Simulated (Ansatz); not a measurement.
## Energy against volume for Fe3Ge (space group P6_3/mmc)

Fe3Ge (space group P6_3/mmc)

```xyz
8
Lattice="5.0560 0.0000 0.0000 -2.5280 4.3786 0.0000 0.0000 0.0000 4.1406" Properties=species:S:1:pos:R:3 pbc="T T T"
Fe     2.5280     2.9547     1.0351
Fe     0.0000     1.4239     3.1054
Fe    -1.2948     3.6666     3.1054
Fe     3.8228     0.7120     1.0351
Fe     1.2331     0.7120     1.0351
Fe     1.2948     3.6666     3.1054
Ge     0.0000     2.9191     1.0351
Ge     2.5280     1.4595     3.1054
```

Equation-of-state scan: isotropic scaling of the cell above, V₀ being its volume. The atoms relax within the cell's symmetry.

These are PBEsol (plane waves to 420 eV, PAW, scalar-relativistic; Ansatz, a quantum-chemistry and plane-wave program) values and carry that method's errors. k mesh 11×11×11 (Γ-centred), Fermi-Dirac smearing 0.05 eV. The energy includes the smearing's −TS. Stress and pressure are positive under compression. The magnetic moment jumps within the scan, so the points may not all belong to one state, and nothing is fitted. Fe3Ge was relaxed with its symmetry unable to fall. Relaxed Fe3Ge ends ferromagnetic. The magnetic order is the one the run started from; other orders were not tried. The zero of ΔE is the relaxed starting cell.

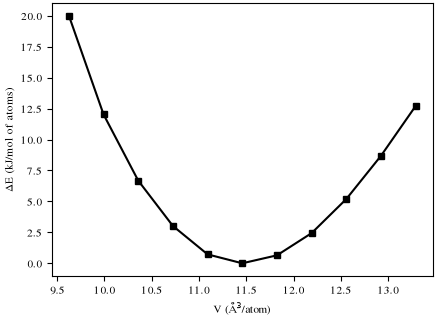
Fig. 1. ΔE (kJ/mol of atoms) against V (Å³/atom); one marker a computed point.

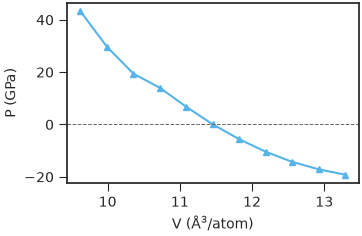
*P (GPa) against V (Å³/atom); computed points joined by lines.*

The energy cost of the largest compression comes out as 207 meV/atom. The pressure at the smallest volume is 43.2 GPa and the energy cost of the largest expansion is 132 meV/atom.

(A scan under strain: stresses follow from slopes of the energy per volume, elastic moduli from its curvatures.)
